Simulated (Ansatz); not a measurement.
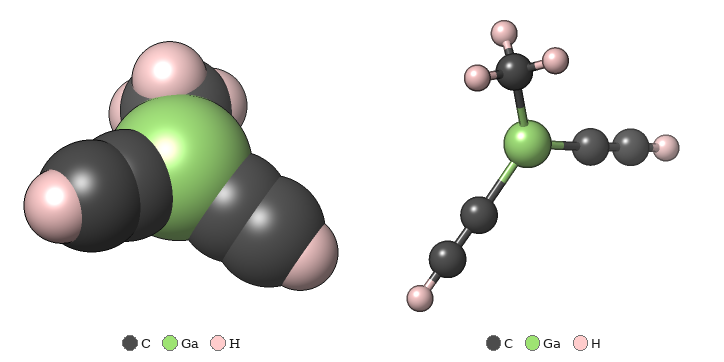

Two views of one molecule.

The geometry was computed by an optimisation with PBE0-D4/def2-TZVP.

Identify the structure.

It has 11 atoms: 5 carbon, 5 hydrogen and 1 gallium (C₅H₅Ga). Its SMILES string is `C#[C][Ga]([CH3])[C]#C`. Among its groups: alkyne. Coordination: 4 C linear; 1 Ga trigonal planar; 1 C tetrahedral.
